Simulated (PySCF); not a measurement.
## Electronic structure of C₃H₈B₂OSi in real space

```yaml
atoms:
  - { symbol: B, position_ang: [-1.9249, 2.4836, 0.0839] }
  - { symbol: O, position_ang: [-1.4701, 1.2720, 0.0732] }
  - { symbol: B, position_ang: [-1.0176, 0.0456, 0.0735] }
  - { symbol: C, position_ang: [-2.0059, -1.2030, 0.2321] }
  - { symbol: C, position_ang: [0.4835, -0.2183, -0.0835] }
  - { symbol: C, position_ang: [1.6682, -0.4441, -0.2000] }
  - { symbol: Si, position_ang: [3.4731, -0.7912, -0.3848] }
  - { symbol: H, position_ang: [-2.2572, 2.9910, -0.9297] }
  - { symbol: H, position_ang: [-2.0077, 3.0658, 1.1085] }
  - { symbol: H, position_ang: [-2.0350, -1.7838, -0.6881] }
  - { symbol: H, position_ang: [-1.6643, -1.8775, 1.0139] }
  - { symbol: H, position_ang: [-3.0228, -0.8972, 0.4655] }
  - { symbol: H, position_ang: [3.7408, -2.1491, 0.0975] }
  - { symbol: H, position_ang: [4.2229, 0.1903, 0.4052] }
  - { symbol: H, position_ang: [3.8125, -0.6761, -1.8061] }
```

Geometry: GFN2-xTB.

The calculation used PySCF, PBE0/def2-SVPD, SCF density, gas phase.

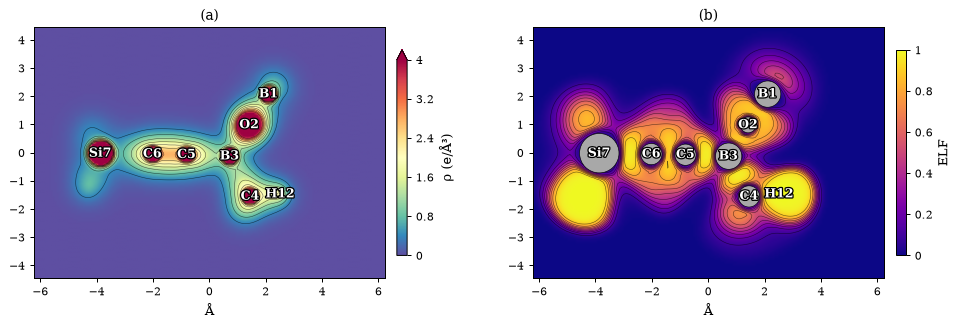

Figure 1. (a) electron density; (b) electron localisation function on the plane of atoms O2, B3 and C5. Grey discs cover the atomic cores in the ELF map.

### What does the map show?

- The plane passes through B, O, C, Si and H nuclei.
- C–C (1.21 Å): ρ at the midpoint is about 2.7 e/Å³; the ELF peaks at about 0.90 between the atoms; a multiple bond.
- B–O (1.29 Å): ρ at the midpoint is about 2.3 e/Å³; the ELF peaks at about 0.90 between the atoms (a polar covalent bond).
- C–B (1.53 Å): ρ is about 1.5 e/Å³ halfway; the ELF peaks at about 1 between the atoms: a covalent bond.
- C–Si (1.85 Å): ρ at the midpoint is about 0.93 e/Å³; the ELF peaks at about 0.95 between the atoms, as expected for a covalent bond.
- C–H (1.09 Å): ρ is about 1.9 e/Å³ halfway; the ELF climbs to about 1 towards the hydrogen, as it does in any bond to H: an ordinary covalent bond to hydrogen.

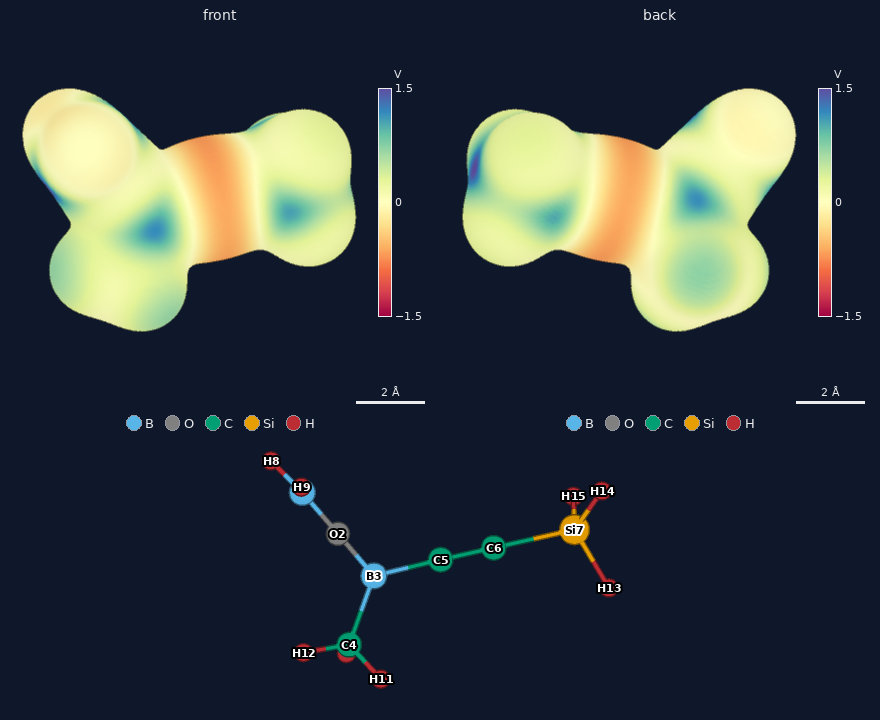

Figure 2. The electrostatic potential painted on the density surface at 0.002 e/bohr³, seen from the front and from behind; red is negative and blue positive. The bare structure is drawn below in the same view.

### Where is the surface potential most negative and most positive?

The most negative region (about −0.7 V, or −16 kcal/mol for a unit charge) lies over C5 and C6, the most positive (about +1.4 V, or +32 kcal/mol for a unit charge) over B1 and Si7.

### How polar is the molecule by this calculation?

Its dipole moment is 0.58 D.
